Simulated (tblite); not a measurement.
## C₃H₆GeN: geometry relaxation (part 1 of 2)

- system: C₃H₆GeN, multiplicity 2
- method: GFN2-xTB geometry optimisation, gas phase (tblite 0.8.0)

It belongs to a series of runs on one base structure; here: H removed from N.

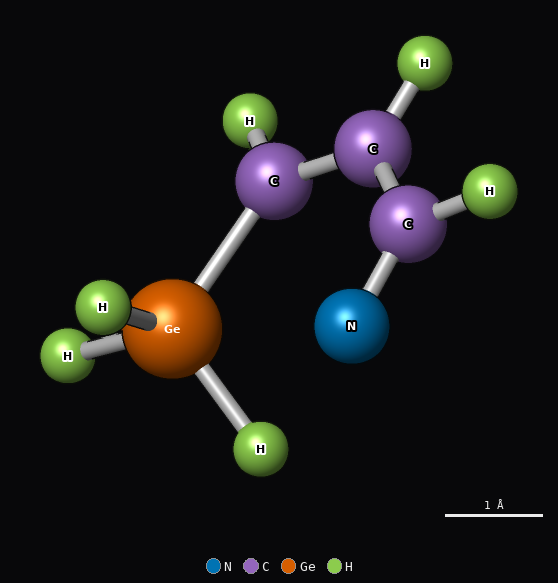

*The structure as given in the input (ball-and-stick view, seen at a tilt). Sticks mark near contacts.*

Bond lengths as drawn: C–C 1.34 to 1.43 Å, C–Ge 1.90 Å, C–H 1.08 to 1.10 Å, C–N 1.28 Å and Ge–H 1.53 to 1.56 Å.

Input file
```
{"job": {"kind": "relax", "xc": "GFN2-xTB", "basis": "xTB"}, "charge": 0, "multiplicity": 2}
N      0.371000    -1.759400     0.422600
C      1.348800    -0.960000     0.210100
C      1.257400     0.426800    -0.122900
C      0.074700     1.040300    -0.276500
Ge    -1.555500     0.094400    -0.016500
H      2.347300    -1.385300     0.314700
H      2.126500     1.048200    -0.288800
H      0.047900     2.106300    -0.529200
H     -1.554800    -1.217500    -0.869400
H     -2.816100     0.943700    -0.321700
H     -1.641700    -0.334700     1.451800
```

The first line tells a small driver script what to run in tblite; the rest is the geometry in Å.

Run as:
```bash
OMP_NUM_THREADS=1 python <driver script> task.json out
```

The program's output
```
step      E/eV     max force
  0    -385.75458    3.075
  1    -385.86218    2.903
  2    -385.93830    0.600
  3    -385.96876    0.558
  4    -385.99114    0.450
  5    -386.00184    0.384
  6    -386.02051    0.432
  7    -386.03094    0.366
  8    -386.04135    0.370
  9    -386.05080    0.322
 10    -386.05900    0.263
 11    -386.06429    0.241
 12    -386.06866    0.238
 13    -386.07447    0.254
 14    -386.08110    0.297
 15    -386.08648    0.204
 16    -386.08962    0.154
 17    -386.09123    0.111
 18    -386.09238    0.115
 19    -386.09316    0.081
 20    -386.09355    0.048
 21    -386.09385    0.049
 22    -386.09423    0.073
 23    -386.09463    0.079
 24    -386.09493    0.046
 25    -386.09512    0.036
 26    -386.09528    0.033
 27    -386.09546    0.050
 28    -386.09564    0.047
 29    -386.09580    0.038
 30    -386.09595    0.042
 31    -386.09612    0.042
 32    -386.09629    0.038
 33    -386.09644    0.031
 34    -386.09658    0.036
 35    -386.09671    0.033
 36    -386.09682    0.032
 37    -386.09688    0.020
 38    -386.09691    0.013
 39    -386.09694    0.015
 40    -386.09697    0.020
 41    -386.09700    0.016
 42    -386.09702    0.010
 43    -386.09703    0.011
 44    -386.09704    0.012
 45    -386.09706    0.013
 46    -386.09707    0.011
 47    -386.09708    0.006
```

Trajectory as extended XYZ (Å, eV, eV/Å), 43 of the 48 frames kept, from step=0 to step=47
```
11
Properties=species:S:1:pos:R:3:forces:R:3 step=0 energy=-385.75458
N     0.3710   -1.7594    0.4226    1.8050   2.1210  -0.5240
C     1.3488   -0.9600    0.2101   -1.9280  -2.3050   0.6530
C     1.2574    0.4268   -0.1229   -0.4250   1.2540  -0.4000
C     0.0747    1.0403   -0.2765    0.2200   0.4740  -0.1000
Ge   -1.5555    0.0944   -0.0165   -0.7870  -1.4690   0.3000
H     2.3473   -1.3853    0.3147    0.1600   0.0500  -0.0390
H     2.1265    1.0482   -0.2888    0.4700  -0.4480   0.1480
H     0.0479    2.1063   -0.5292    0.1380  -0.4390   0.0700
H    -1.5548   -1.2175   -0.8694   -0.1240   0.8270   0.3500
H    -2.8161    0.9437   -0.3217    0.4960  -0.2530   0.0250
H    -1.6417   -0.3347    1.4518   -0.0250   0.1880  -0.4830
11
Properties=species:S:1:pos:R:3:forces:R:3 step=1 energy=-385.86218
N     0.3968   -1.7291    0.4151   -2.3110  -1.3310   0.4030
C     1.3212   -0.9930    0.2194    2.2780   1.7510  -0.4130
C     1.2513    0.4447   -0.1286   -0.0810   0.1910  -0.1210
C     0.0778    1.0470   -0.2780   -0.3330   0.0580  -0.0080
Ge   -1.5667    0.0734   -0.0123   -0.3740  -0.9050   0.1500
H     2.3496   -1.3846    0.3141    0.0230   0.1700  -0.0660
H     2.1332    1.0418   -0.2867    0.5240  -0.3700   0.1220
H     0.0498    2.1000   -0.5282    0.0620  -0.0490  -0.0180
H    -1.5566   -1.2057   -0.8644   -0.1710   0.6240   0.2230
H    -2.8090    0.9401   -0.3214    0.4420  -0.2550   0.0280
H    -1.6420   -0.3320    1.4449   -0.0590   0.1160  -0.2980
11
Properties=species:S:1:pos:R:3:forces:R:3 step=2 energy=-385.93830
N     0.3804   -1.7352    0.4174   -0.0890   0.4040  -0.0540
C     1.3370   -0.9834    0.2175   -0.1240   0.2340  -0.0180
C     1.2492    0.4503   -0.1310    0.1050  -0.0990  -0.0370
C     0.0753    1.0490   -0.2784   -0.5130  -0.0770   0.0190
Ge   -1.5727    0.0603   -0.0099   -0.1370  -0.5740   0.1090
H     2.3503   -1.3828    0.3134    0.1330   0.0880  -0.0430
H     2.1396    1.0369   -0.2851    0.4560  -0.3030   0.1010
H     0.0509    2.0982   -0.5282    0.0170   0.0680  -0.0450
H    -1.5586   -1.1972   -0.8613   -0.1740   0.4450   0.1180
H    -2.8033    0.9369   -0.3210    0.3950  -0.2520   0.0250
H    -1.6427   -0.3304    1.4406   -0.0700   0.0670  -0.1760
11
Properties=species:S:1:pos:R:3:forces:R:3 step=3 energy=-385.96876
N     0.3748   -1.7281    0.4167    0.1460   0.5320  -0.0820
C     1.3385   -0.9786    0.2172   -0.3070   0.0520   0.0150
C     1.2497    0.4523   -0.1330   -0.1580   0.0320  -0.0470
C     0.0660    1.0491   -0.2783   -0.0910  -0.2720   0.0580
Ge   -1.5782    0.0438   -0.0068    0.0310  -0.1830   0.0850
H     2.3530   -1.3806    0.3123    0.0510   0.0980  -0.0410
H     2.1504    1.0294   -0.2826    0.3000  -0.2780   0.0890
H     0.0517    2.0981   -0.5288   -0.0420   0.0660  -0.0420
H    -1.5625   -1.1855   -0.8576   -0.1800   0.1850  -0.0410
H    -2.7938    0.9311   -0.3204    0.3320  -0.2360   0.0210
H    -1.6441   -0.3284    1.4354   -0.0830   0.0040  -0.0150
11
Properties=species:S:1:pos:R:3:forces:R:3 step=4 energy=-385.99114
N     0.3684   -1.7116    0.4149    0.1490   0.4220  -0.0440
C     1.3379   -0.9706    0.2168   -0.2310  -0.0330   0.0140
C     1.2442    0.4577   -0.1368    0.2570  -0.0460   0.0040
C     0.0574    1.0425   -0.2769   -0.1100   0.0780  -0.0350
Ge   -1.5836    0.0227   -0.0015    0.2440   0.2910   0.0850
H     2.3563   -1.3757    0.3102   -0.0900   0.1400  -0.0450
H     2.1679    1.0149   -0.2779   -0.0210  -0.2590   0.0720
H     0.0515    2.0988   -0.5303   -0.1210  -0.1500   0.0130
H    -1.5707   -1.1694   -0.8551   -0.1840  -0.1970  -0.2810
H    -2.7763    0.9196   -0.3194    0.2050  -0.1670   0.0050
H    -1.6476   -0.3263    1.4299   -0.0980  -0.0790   0.2130
11
Properties=species:S:1:pos:R:3:forces:R:3 step=6 energy=-386.02051
N     0.3595   -1.6777    0.4132   -0.3200  -0.0900   0.1000
C     1.3343   -0.9568    0.2150    0.1910   0.0860  -0.0310
C     1.2476    0.4615   -0.1404   -0.0780   0.1060  -0.0040
C     0.0504    1.0392   -0.2772    0.4300   0.0380  -0.0150
Ge   -1.5724    0.0176    0.0090    0.2820  -0.0820   0.0140
H     2.3531   -1.3616    0.3051   -0.0950   0.0810  -0.0290
H     2.1856    0.9859   -0.2692   -0.0060   0.0200  -0.0180
H     0.0429    2.0910   -0.5313   -0.1390  -0.0100  -0.0200
H    -1.5911   -1.1657   -0.8707   -0.1530  -0.1010  -0.1710
H    -2.7471    0.8988   -0.3183   -0.0340   0.0410  -0.0330
H    -1.6575   -0.3296    1.4387   -0.0780  -0.0890   0.2060
11
Properties=species:S:1:pos:R:3:forces:R:3 step=7 energy=-386.03094
N     0.3519   -1.6621    0.4139   -0.3130  -0.1510   0.1160
C     1.3335   -0.9506    0.2141    0.1140   0.0360  -0.0110
C     1.2498    0.4643   -0.1418    0.0090   0.0570   0.0120
C     0.0543    1.0392   -0.2778    0.3360   0.0580  -0.0120
Ge   -1.5610    0.0143    0.0139    0.2270  -0.2750   0.0070
H     2.3498   -1.3537    0.3023   -0.0460   0.0150  -0.0140
H     2.1930    0.9733   -0.2657    0.0530   0.1480  -0.0570
H     0.0361    2.0872   -0.5322   -0.1130   0.1000  -0.0460
H    -1.6035   -1.1665   -0.8815   -0.1280  -0.0130  -0.0850
H    -2.7347    0.8903   -0.3185   -0.0820   0.0960  -0.0340
H    -1.6636   -0.3330    1.4472   -0.0580  -0.0720   0.1260
11
Properties=species:S:1:pos:R:3:forces:R:3 step=8 energy=-386.04135
N     0.3404   -1.6464    0.4164   -0.1720  -0.1050   0.0960
C     1.3316   -0.9451    0.2134   -0.0620  -0.0540   0.0300
C     1.2543    0.4674   -0.1428    0.1390   0.0000   0.0230
C     0.0624    1.0408   -0.2788    0.1200   0.0780  -0.0110
Ge   -1.5448    0.0055    0.0194    0.1150  -0.3510   0.0110
H     2.3458   -1.3453    0.2990   -0.0060  -0.0710   0.0050
H     2.2021    0.9629   -0.2631    0.1150   0.2470  -0.0880
H     0.0268    2.0855   -0.5340   -0.0670   0.1760  -0.0620
H    -1.6191   -1.1675   -0.8945   -0.0960   0.0420  -0.0180
H    -2.7229    0.8829   -0.3193   -0.0510   0.0900  -0.0110
H    -1.6712   -0.3380    1.4583   -0.0350  -0.0510   0.0250
11
Properties=species:S:1:pos:R:3:forces:R:3 step=9 energy=-386.05080
N     0.3272   -1.6329    0.4204   -0.0110  -0.0200   0.0610
C     1.3277   -0.9416    0.2135   -0.1800  -0.0970   0.0630
C     1.2615    0.4705   -0.1434    0.1920  -0.0170   0.0210
C     0.0720    1.0438   -0.2800   -0.0690   0.0760  -0.0080
Ge   -1.5276   -0.0088    0.0249    0.0100  -0.2880   0.0150
H     2.3418   -1.3389    0.2961   -0.0120  -0.1490   0.0230
H     2.2128    0.9578   -0.2623    0.1340   0.2760  -0.0990
H     0.0168    2.0871   -0.5369   -0.0130   0.1690  -0.0570
H    -1.6355   -1.1681   -0.9073   -0.0670   0.0460   0.0120
H    -2.7124    0.8774   -0.3201    0.0300   0.0400   0.0270
H    -1.6789   -0.3437    1.4692   -0.0150  -0.0370  -0.0570
11
Properties=species:S:1:pos:R:3:forces:R:3 step=10 energy=-386.05900
N     0.3141   -1.6219    0.4255    0.0960   0.0590   0.0250
C     1.3221   -0.9398    0.2148   -0.1680  -0.0560   0.0690
C     1.2706    0.4739   -0.1437    0.1430   0.0120   0.0080
C     0.0808    1.0479   -0.2812   -0.1530   0.0410  -0.0010
Ge   -1.5117   -0.0271    0.0302   -0.0400  -0.1310   0.0120
H     2.3374   -1.3362    0.2939   -0.0610  -0.2010   0.0380
H     2.2248    0.9589   -0.2637    0.0830   0.2330  -0.0880
H     0.0075    2.0915   -0.5406    0.0370   0.0880  -0.0340
H    -1.6518   -1.1680   -0.9189   -0.0460   0.0110   0.0090
H    -2.7021    0.8732   -0.3202    0.1130  -0.0210   0.0650
H    -1.6863   -0.3496    1.4780   -0.0040  -0.0340  -0.1030
11
Properties=species:S:1:pos:R:3:forces:R:3 step=11 energy=-386.06429
N     0.3056   -1.6150    0.4298    0.1020   0.0930   0.0070
C     1.3172   -0.9388    0.2167   -0.0600   0.0320   0.0470
C     1.2779    0.4773   -0.1439    0.0450   0.0520  -0.0050
C     0.0855    1.0511   -0.2820   -0.1140  -0.0030   0.0060
Ge   -1.5018   -0.0421    0.0337   -0.0290   0.0150  -0.0020
H     2.3330   -1.3385    0.2933   -0.1100  -0.2100   0.0450
H     2.2342    0.9645   -0.2664   -0.0060   0.1550  -0.0660
H     0.0021    2.0960   -0.5437    0.0610  -0.0050  -0.0080
H    -1.6635   -1.1678   -0.9265   -0.0370  -0.0320  -0.0090
H    -2.6934    0.8704   -0.3190    0.1520  -0.0550   0.0850
H    -1.6912   -0.3544    1.4820   -0.0030  -0.0410  -0.1000
11
Properties=species:S:1:pos:R:3:forces:R:3 step=12 energy=-386.06866
N     0.2997   -1.6085    0.4336    0.0560   0.1040  -0.0010
C     1.3133   -0.9367    0.2190    0.0590   0.1130   0.0150
C     1.2839    0.4814   -0.1443   -0.0450   0.0740  -0.0110
C     0.0880    1.0534   -0.2824   -0.0330  -0.0320   0.0090
Ge   -1.4945   -0.0542    0.0364    0.0030   0.1030  -0.0260
H     2.3272   -1.3446    0.2937   -0.1320  -0.1920   0.0480
H     2.2414    0.9722   -0.2700   -0.0940   0.0780  -0.0440
H    -0.0010    2.0996   -0.5463    0.0670  -0.0790   0.0110
H    -1.6736   -1.1681   -0.9324   -0.0280  -0.0570  -0.0190
H    -2.6837    0.8672   -0.3164    0.1520  -0.0610   0.0900
H    -1.6952   -0.3590    1.4831   -0.0060  -0.0510  -0.0740
11
Properties=species:S:1:pos:R:3:forces:R:3 step=13 energy=-386.07447
N     0.2929   -1.5976    0.4386   -0.0220   0.1130  -0.0090
C     1.3095   -0.9314    0.2223    0.1820   0.1750  -0.0230
C     1.2911    0.4881   -0.1449   -0.1280   0.0710  -0.0120
C     0.0903    1.0558   -0.2828    0.0690  -0.0500   0.0060
Ge   -1.4846   -0.0684    0.0393    0.0520   0.1420  -0.0610
H     2.3168   -1.3567    0.2953   -0.1270  -0.1430   0.0480
H     2.2489    0.9841   -0.2757   -0.1840  -0.0060  -0.0160
H    -0.0037    2.1026   -0.5495    0.0610  -0.1390   0.0270
H    -1.6874   -1.1695   -0.9406   -0.0100  -0.0620  -0.0100
H    -2.6677    0.8618   -0.3110    0.1170  -0.0390   0.0830
H    -1.7006   -0.3662    1.4829   -0.0100  -0.0620  -0.0340
11
Properties=species:S:1:pos:R:3:forces:R:3 step=15 energy=-386.08648
N     0.2798   -1.5639    0.4478   -0.1150   0.1320  -0.0370
C     1.3077   -0.9124    0.2285    0.1780   0.0760  -0.0460
C     1.3024    0.5038   -0.1463   -0.1070  -0.0230   0.0020
C     0.0953    1.0590   -0.2836    0.1180  -0.0400  -0.0140
Ge   -1.4605   -0.0927    0.0416    0.1100   0.0060  -0.0660
H     2.2885   -1.3912    0.3019   -0.0150   0.0010   0.0380
H     2.2544    1.0096   -0.2888   -0.1920  -0.0670   0.0180
H    -0.0056    2.1021   -0.5552    0.0160  -0.0910   0.0150
H    -1.7171   -1.1749   -0.9572    0.0440  -0.0070   0.0510
H    -2.6268    0.8488   -0.2944   -0.0280   0.0750   0.0340
H    -1.7127   -0.3854    1.4798   -0.0090  -0.0620   0.0050
11
Properties=species:S:1:pos:R:3:forces:R:3 step=16 energy=-386.08962
N     0.2767   -1.5522    0.4483   -0.0870   0.1200  -0.0420
C     1.3104   -0.9066    0.2291    0.0430  -0.0180  -0.0220
C     1.3030    0.5062   -0.1465   -0.0240  -0.0570   0.0040
C     0.0970    1.0587   -0.2841    0.0360  -0.0250  -0.0210
Ge   -1.4534   -0.0960    0.0401    0.0790  -0.0630  -0.0180
H     2.2815   -1.4003    0.3047    0.0480   0.0290   0.0330
H     2.2498    1.0142   -0.2915   -0.0900  -0.0240   0.0110
H    -0.0047    2.0992   -0.5558    0.0010  -0.0180  -0.0050
H    -1.7218   -1.1768   -0.9591    0.0520   0.0080   0.0550
H    -2.6179    0.8475   -0.2893   -0.0550   0.0990   0.0180
H    -1.7152   -0.3911    1.4781   -0.0030  -0.0520  -0.0130
11
Properties=species:S:1:pos:R:3:forces:R:3 step=17 energy=-386.09123
N     0.2739   -1.5445    0.4476   -0.0500   0.0910  -0.0400
C     1.3124   -0.9045    0.2288   -0.0500  -0.0670  -0.0010
C     1.3028    0.5059   -0.1464    0.0270  -0.0550  -0.0020
C     0.0982    1.0580   -0.2848   -0.0300  -0.0080  -0.0250
Ge   -1.4487   -0.0980    0.0391    0.0330  -0.0760   0.0180
H     2.2796   -1.4032    0.3065    0.0680   0.0290   0.0320
H     2.2458    1.0151   -0.2922   -0.0050   0.0160   0.0010
H    -0.0043    2.0973   -0.5561    0.0000   0.0180  -0.0150
H    -1.7227   -1.1776   -0.9590    0.0470   0.0070   0.0430
H    -2.6153    0.8488   -0.2868   -0.0400   0.0870   0.0170
H    -1.7163   -0.3945    1.4774    0.0000  -0.0430  -0.0280
11
Properties=species:S:1:pos:R:3:forces:R:3 step=18 energy=-386.09238
N     0.2698   -1.5374    0.4465   -0.0160   0.0480  -0.0340
C     1.3133   -0.9039    0.2285   -0.0870  -0.0750   0.0110
C     1.3031    0.5050   -0.1466    0.0450  -0.0310  -0.0130
C     0.0992    1.0574   -0.2858   -0.0580   0.0010  -0.0240
Ge   -1.4443   -0.1014    0.0391   -0.0100  -0.0480   0.0370
H     2.2794   -1.4043    0.3083    0.0510   0.0250   0.0310
H     2.2436    1.0157   -0.2926    0.0460   0.0360  -0.0040
H    -0.0045    2.0964   -0.5567    0.0020   0.0270  -0.0190
H    -1.7230   -1.1780   -0.9586    0.0370  -0.0050   0.0230
H    -2.6138    0.8512   -0.2849   -0.0080   0.0590   0.0210
H    -1.7174   -0.3980    1.4768   -0.0010  -0.0370  -0.0290
11
Properties=species:S:1:pos:R:3:forces:R:3 step=19 energy=-386.09316
N     0.2655   -1.5317    0.4455    0.0020   0.0030  -0.0250
C     1.3130   -0.9043    0.2284   -0.0680  -0.0430   0.0090
C     1.3039    0.5044   -0.1470    0.0320  -0.0020  -0.0220
C     0.0998    1.0571   -0.2869   -0.0420   0.0000  -0.0190
Ge   -1.4408   -0.1055    0.0399   -0.0340  -0.0010   0.0330
H     2.2798   -1.4047    0.3101    0.0130   0.0230   0.0310
H     2.2432    1.0171   -0.2931    0.0540   0.0290  -0.0040
H    -0.0048    2.0963   -0.5576    0.0050   0.0160  -0.0170
H    -1.7232   -1.1785   -0.9583    0.0230  -0.0180   0.0030
H    -2.6124    0.8538   -0.2829    0.0220   0.0300   0.0270
H    -1.7185   -0.4014    1.4761   -0.0070  -0.0350  -0.0150
11
Properties=species:S:1:pos:R:3:forces:R:3 step=20 energy=-386.09355
N     0.2628   -1.5290    0.4447    0.0020  -0.0250  -0.0180
C     1.3121   -0.9050    0.2285   -0.0250   0.0000  -0.0010
C     1.3048    0.5043   -0.1477    0.0090   0.0130  -0.0240
C     0.0998    1.0569   -0.2879   -0.0080  -0.0030  -0.0140
Ge   -1.4395   -0.1079    0.0409   -0.0360   0.0280   0.0150
H     2.2799   -1.4048    0.3116   -0.0170   0.0230   0.0300
H     2.2440    1.0187   -0.2936    0.0340   0.0090  -0.0010
H    -0.0049    2.0966   -0.5585    0.0040  -0.0010  -0.0140
H    -1.7230   -1.1791   -0.9581    0.0150  -0.0220  -0.0050
H    -2.6112    0.8558   -0.2813    0.0340   0.0140   0.0290
H    -1.7192   -0.4039    1.4754   -0.0120  -0.0360   0.0030
11
Properties=species:S:1:pos:R:3:forces:R:3 step=21 energy=-386.09385
N     0.2610   -1.5279    0.4438   -0.0020  -0.0390  -0.0120
C     1.3111   -0.9054    0.2286    0.0120   0.0330  -0.0100
C     1.3054    0.5045   -0.1486   -0.0090   0.0170  -0.0220
C     0.0997    1.0567   -0.2888    0.0210  -0.0030  -0.0080
Ge   -1.4395   -0.1090    0.0417   -0.0270   0.0360  -0.0040
H     2.2796   -1.4047    0.3134   -0.0330   0.0240   0.0280
H     2.2449    1.0203   -0.2941    0.0100  -0.0110   0.0020
H    -0.0047    2.0968   -0.5593    0.0010  -0.0120  -0.0120
H    -1.7225   -1.1799   -0.9579    0.0080  -0.0160  -0.0060
H    -2.6097    0.8575   -0.2796    0.0340   0.0080   0.0270
H    -1.7199   -0.4064    1.4749   -0.0140  -0.0360   0.0160
11
Properties=species:S:1:pos:R:3:forces:R:3 step=22 energy=-386.09423
N     0.2594   -1.5271    0.4422   -0.0030  -0.0470  -0.0050
C     1.3099   -0.9054    0.2284    0.0420   0.0580  -0.0160
C     1.3061    0.5048   -0.1502   -0.0240   0.0160  -0.0130
C     0.0995    1.0563   -0.2901    0.0440   0.0000  -0.0020
Ge   -1.4402   -0.1091    0.0424   -0.0090   0.0300  -0.0230
H     2.2786   -1.4041    0.3163   -0.0400   0.0210   0.0250
H     2.2460    1.0220   -0.2946   -0.0160  -0.0320   0.0030
H    -0.0043    2.0967   -0.5605   -0.0040  -0.0180  -0.0120
H    -1.7211   -1.1813   -0.9575    0.0000  -0.0020  -0.0030
H    -2.6074    0.8601   -0.2768    0.0250   0.0070   0.0210
H    -1.7209   -0.4103    1.4743   -0.0140  -0.0330   0.0240
11
Properties=species:S:1:pos:R:3:forces:R:3 step=24 energy=-386.09493
N     0.2575   -1.5268    0.4381    0.0160  -0.0290   0.0010
C     1.3080   -0.9035    0.2275    0.0310   0.0340  -0.0040
C     1.3066    0.5053   -0.1538   -0.0190   0.0020   0.0090
C     0.0999    1.0557   -0.2929    0.0180   0.0130   0.0050
Ge   -1.4421   -0.1077    0.0428    0.0260  -0.0130  -0.0170
H     2.2755   -1.4013    0.3237   -0.0120   0.0070   0.0180
H     2.2471    1.0228   -0.2952   -0.0240  -0.0370  -0.0060
H    -0.0036    2.0956   -0.5638   -0.0120  -0.0010  -0.0170
H    -1.7181   -1.1839   -0.9564   -0.0150   0.0290   0.0030
H    -2.6020    0.8660   -0.2701   -0.0070   0.0140   0.0060
H    -1.7235   -0.4196    1.4741   -0.0030  -0.0170   0.0020
11
Properties=species:S:1:pos:R:3:forces:R:3 step=25 energy=-386.09512
N     0.2576   -1.5269    0.4369    0.0230  -0.0150  -0.0010
C     1.3078   -0.9022    0.2272    0.0070   0.0030   0.0080
C     1.3066    0.5056   -0.1546   -0.0080  -0.0020   0.0130
C     0.1004    1.0559   -0.2936   -0.0090   0.0140   0.0050
Ge   -1.4418   -0.1077    0.0427    0.0270  -0.0200   0.0000
H     2.2743   -1.4000    0.3261    0.0080   0.0000   0.0170
H     2.2472    1.0216   -0.2954   -0.0090  -0.0220  -0.0120
H    -0.0039    2.0952   -0.5651   -0.0120   0.0090  -0.0190
H    -1.7180   -1.1839   -0.9563   -0.0180   0.0310   0.0000
H    -2.6003    0.8676   -0.2682   -0.0120   0.0140   0.0030
H    -1.7244   -0.4226    1.4744    0.0030  -0.0110  -0.0140
```
